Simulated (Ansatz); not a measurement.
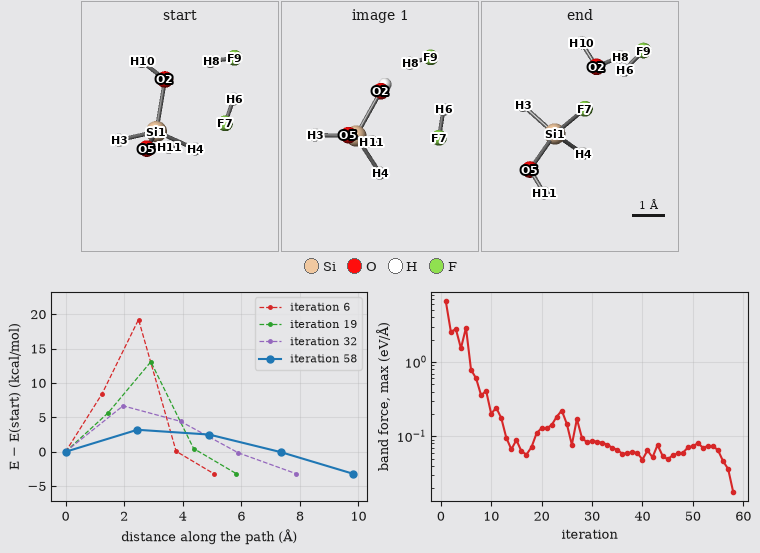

A search for the minimum-energy path of SiH₆O₂F₂ by the nudged elastic band. Images are numbered from 0 (start) to 4 (end). The plot follows the band through its iterations. The picture is a ball-and-stick view, seen from a free direction.

These are results of RHF/def2-SVP (Ansatz 0.2.0), not measurements. Set-up: 3 movable images; no climbing image; force threshold 0.03 eV/Å; iteration limit 60; starting path through a guess of the saddle point.

### How did the profile develop, and is the result final?

The run is converged, with reservations. The band converged in 58 iterations. The largest component of the band force went from 6.6 to 0.018 eV/Å. No image climbed, so the highest image needn't lie on the saddle point, and the true maximum along this path can be higher. So few images resolve the path coarsely. The first iteration put the highest image at 53.7 kcal/mol. Forward barrier 3.2 kcal/mol, backward barrier 6.4 kcal/mol, with image 1 at the top; the reaction energy is −3.2 kcal/mol.

Limits of the set-up: Hartree-Fock leaves out electron correlation.

Cost: 3.6 min on 2 threads of AMD EPYC 7R43 64-Core Processor (Zen 3), with other jobs on the host, peak memory 0.21 GiB.
